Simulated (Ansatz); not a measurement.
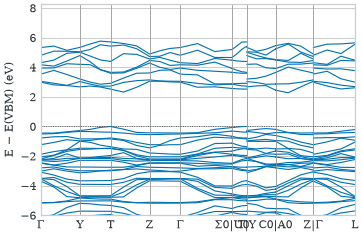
*Band structure from HSE06 in the plane-wave PAW code Ansatz*

Question: Read off the gap and where the band edges lie.

Answer: About 2.3 eV (2.27 eV among the points solved); maximum at T, minimum on the A0–Z line, 24 % of the way from A0.

The material is Cs₂Pt₃Se₄ in space group Fmmm (No. 69; Cs on 8i, Pt on 8e, Pt on 4a, Se on 16m).

The workflow started from a Materials Project entry (that database holds measured and hypothetical structures alike); the Crystallography Open Database copy checked does not list it. Whether it is the stable phase at ambient conditions was not checked. The HSE06 relaxation kept the symmetry of its start; whether a distortion lowers the energy is not shown. The run is not spin-polarised. The hybrid was solved on a coarse mesh, the path and, where they were found, the r²SCAN edge points; its band edges are the extreme levels among these. Spin–orbit coupling is left out wherever it is not named.

Potentials: the later of the program's two PAW sets.
